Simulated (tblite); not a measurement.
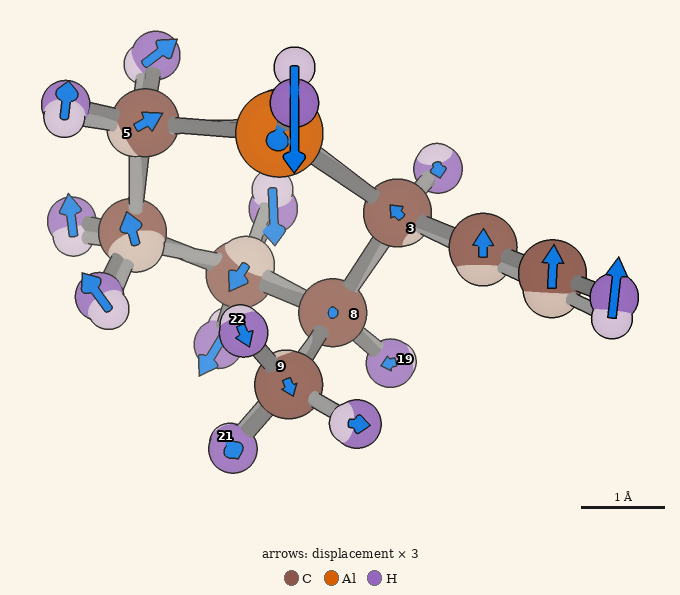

This is a relaxation of C8H13Al. The starting structure is drawn faded, the final one solid; blue arrows show the displacements, magnified 3 times. The two geometries are superimposed by the best rigid fit.

The picture is a ball-and-stick view, seen at a tilt.

All numbers below come from GFN2-xTB geometry optimisation, gas phase (tblite 0.8.0). 

### What did the optimiser do to the structure, and how much energy did it gain?

Over 87 geometry steps the energy falls by 12.9 kcal/mol. An H atom moves most after the best rigid fit: 0.51 Å. Largest moves by element: H 0.51 Å, Al 0.23 Å, C 0.18 Å. Among the contacts that change: Al–C 2.903 → 3.132 Å, Al–H 1.591 → 1.542 Å, C–C 1.494 → 1.541 Å, C–H 1.128 → 1.088 Å. Among the angles between lasting bonds that change: Al–C–H 104.7° → 118.5°, H–C–H 115.5° → 104.9°, C–Al–H 121.7° → 129.8°.
